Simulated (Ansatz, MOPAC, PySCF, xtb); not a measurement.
AlH3 (SMILES [AlH3]) and H2O (SMILES O) are pulled apart as rigid monomers along the line of their centres of mass, from the B3LYP-D3(BJ)/def2-TZVP minimum. Starting geometry (charge 0, multiplicity 1):
```xyz
7

Al    -0.021     0.218     0.326
H      0.603    -0.935    -0.566
H     -1.608     0.386     0.337
H      0.869     1.510     0.619
O      0.111    -0.547     2.217
H     -0.754    -0.649     2.634
H      0.659    -0.002     2.796
```

Interaction energies with rigid monomers; basis-set methods are counterpoise corrected unless marked otherwise.

Rows in 3-21G, 6-31G* carry no dispersion term and start afresh at each structure (6-31G* with six Cartesian d functions). The state that PM3 reach isn't checked.

The values were computed with Ansatz (Gaussian basis) for Hartree–Fock, density functionals and correlated methods; MOPAC for PM3 (differences of heats of formation); PySCF for 3-21G rows, 6-31G* rows; xtb for the GFN methods. Values without a source in brackets are computed.

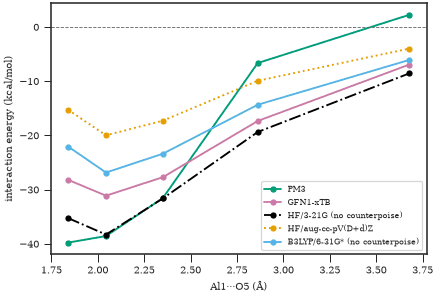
Figure: Interaction energy against separation

### Question
Which level binds most strongly at Al1···O5 = 2.04, and by how much?

### Answer
PM3, -38.6 kcal/mol.

Ansatz is a program for electronic structure.
